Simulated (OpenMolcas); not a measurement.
**C2H2N2S (1,3,4-Thiadiazole) at RGE2/def2-TZVPP (RICD fitting)**

What is the vertical electron affinity of C2H2N2S (1,3,4-Thiadiazole) at RGE2/def2-TZVPP (RICD fitting)? 

The results are computed with OpenMolcas 26.06.

## (1) The structure to begin with

C2H2N2S has 7 atoms, charge 0, and is taken as a singlet. SMILES: `c1nncs1`. The shape is that of a GFN2-xTB optimisation.

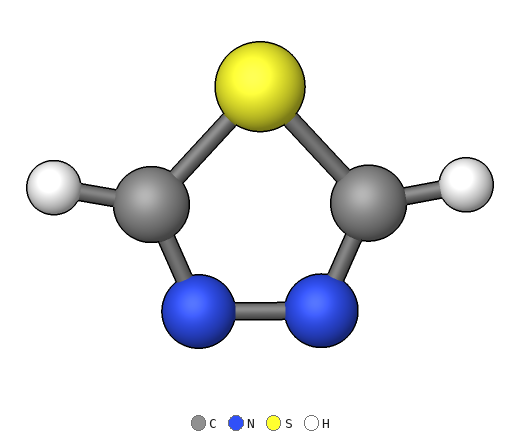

The structure, seen from a chosen angle (carbon grey, nitrogen blue, sulfur yellow, hydrogen white).

## (2) The energy at RGE2/def2-TZVPP (RICD fitting)

Contents of geom.xyz:

```xyz
7

C     -0.450460     0.683410     0.846170
N     -1.236620    -0.120030     0.232690
N     -0.633370    -0.842260    -0.698210
C      0.618870    -0.595980    -0.804880
S      1.197900     0.615770     0.298310
H     -0.763510     1.343440     1.629030
H      1.267190    -1.084350    -1.503110
```

Contents of job.input:

```
>>> EXPORT MOLCAS_PRINT=2
&GATEWAY
BasLib=$CurrDir
Coord=geom.xyz
Basis=def2-TZVPP
Group=NoSym
RICD
&SEWARD
&SCF
KSDFT=RGE2
PrOrbitals=0
```

The basis set def2-TZVPP is read from a file made from the Basis Set Exchange's data (not shown).

Started as:

```console
$ export MOLCAS_MEM=1860
$ pymolcas job.input > job.log
```

The log of the run:

```text
--- Start Module: gateway ---

                                              &GATEWAY

                       available to each process: 1.9 GB of memory, 1 thread

 Basis Set     1 Label: C.DEF2-TZVPP
 Basis set is read from library:.
 basistype.tbl is not found

 Basis Set     2 Label: N.DEF2-TZVPP
 Basis set is read from library:.
 basistype.tbl is not found

 Basis Set     3 Label: C.DEF2-TZVPP
 Basis set is read from library:.
 basistype.tbl is not found

 Basis Set     4 Label: S.DEF2-TZVPP
 Basis set is read from library:.
 basistype.tbl is not found

 Basis Set     5 Label: H.DEF2-TZVPP
 Basis set is read from library:.
 basistype.tbl is not found

++    Symmetry information:
      ---------------------

                    Character Table for C1

                             E
                    a        1  x, y, xy, Rz, z, xz, Ry, yz, Rx, I
--

++    Basis set information:
      ----------------------

      Basis set label: C.DEF2-TZVPP.........

      Electronic valence basis set:
      ------------------
      Associated Effective Charge   6.000000 au
      Associated Actual Charge      6.000000 au
      Nuclear Model: Point charge

[... 185 lines left out ...]
      Nuclear repulsion energy =  208.49741989
[... 65 lines left out ...]
++ Convergence information
                                   RGE2       iterations: Energy and convergence statistics
[... 17 lines left out ...]
       Convergence after  16 Iterations
[... 3 lines left out ...]
 *                                             SCF/KS-DFT Program, Final results                                             *
 *                                                       Final Results                                                       *
[... 13 lines left out ...]
      No orbitals printed

++    Molecular charges:
      ------------------

      Mulliken charges per centre
      ---------------------------

                C1      N2      N3      C4      S5      H6      H7
      Total    6.0425  7.0733  7.0733  6.0424 15.9828  0.8927  0.8928

      N-E     -0.0425 -0.0733 -0.0733 -0.0424  0.0172  0.1073  0.1072

      Total electronic charge=   44.000000

      Total            charge=   -0.000000
--

++    Molecular properties:
      ---------------------

      Charge (e):
                      =   -0.0000
      Dipole Moment (debye):
      Origin of the operator (angstrom)=    0.1703    0.0875    0.0423
                   X=  2.5400E+00               Y=  1.3061E+00               Z=  6.3283E-01           Total=  2.9254E+00
      Quadrupole Moment (debye*angstrom):
      Origin of the operator (angstrom)=    0.1703    0.0875    0.0423
                  XX= -3.8527E+01              XY= -3.4379E+00              XZ= -2.9178E+00              YY= -3.5286E+01
                  YZ=  1.9330E+00              ZZ= -3.3305E+01
      In traceless form (debye*angstrom)
                  XX= -4.2319E+00              XY= -5.1569E+00              XZ= -4.3768E+00              YY=  6.3004E-01
                  YZ=  2.8994E+00              ZZ=  3.6018E+00
--

--- Stop Module: scf /rc=_RC_ALL_IS_WELL_ ---
--- Module scf spent 16 seconds ---

.##################.
.# Happy landing! #.
.##################.

    Timing: Wall=22.95 User=20.56 System=2.32
```

Run time: 23 s. Hardware: 1 thread of Arm Neoverse V2, shared host; peak memory 0.37 GiB.

## (3) The doublet anion

geom.xyz is that of step 2.

Contents of job.input:

```
&gateway
  baslib=$CurrDir
  coord=geom.xyz
  basis=def2-TZVPP
  group=NoSym
  ricd

&seward

&scf
  uhf
  charge=-1
  spin=2
  ksdft=RGE2
  prorbitals=0
```

The basis set def2-TZVPP is read from a file made from the Basis Set Exchange's data (not shown).

Started as:

```console
$ export MOLCAS_MEM=1860
$ pymolcas job.input > job.log
```

The log of the run, cut to the lines that bear on the results:

```text
--- Start Module: gateway ---
[...]
       Convergence after  20 Iterations
[...]
      Dipole Moment (debye):
      Origin of the operator (angstrom)=    0.1703    0.0875    0.0423
                   X=  2.1281E+00               Y=  1.0928E+00               Z=  5.3156E-01           Total=  2.4507E+00
      Center of Charge (angstrom)
[...]
--- Stop Module: scf /rc=_RC_ALL_IS_WELL_ ---
[...]
```

Run time: 42 s. Hardware: 1 thread of Arm Neoverse V2, shared host; peak memory 0.37 GiB.

## (4) Summary of results

At RGE2/def2-TZVPP (RICD fitting):

```
                                         quantity          value
                    singlet C2H2N2S: total energy  -583.67793 Eh
                   singlet C2H2N2S: dipole moment         2.93 D
                     singlet C2H2N2S: HOMO energy       -6.12 eV
                     singlet C2H2N2S: LUMO energy       -2.20 eV
                   singlet C2H2N2S: HOMO–LUMO gap        3.93 eV
                      doublet anion: total energy  -583.64710 Eh
doublet anion: HOMO energy (highest over α and β)        3.83 eV
 doublet anion: LUMO energy (lowest over α and β)        4.55 eV
                              doublet anion: ⟨S²⟩          0.754
vertical electron affinity (to the doublet anion)      -0.839 eV
```

What this shows: The anion lies 0.84 eV (80.9 kJ/mol) above the neutral: the electron isn't bound at this level, and such a value depends on the basis. Without diffuse functions anions come out too high. The HOMO of this anion lies above zero, so its frontier levels hang on the basis. Mulliken charges (doublet anion) run from -0.28 on S5 to +0.01 on H6; they depend strongly on the basis. The HOMO (doublet anion) lies at positive energy, 3.83 eV, as semi-local functionals often give for anions: either the electron is unbound or self-interaction and a compact basis push the level up; values depend on the basis.
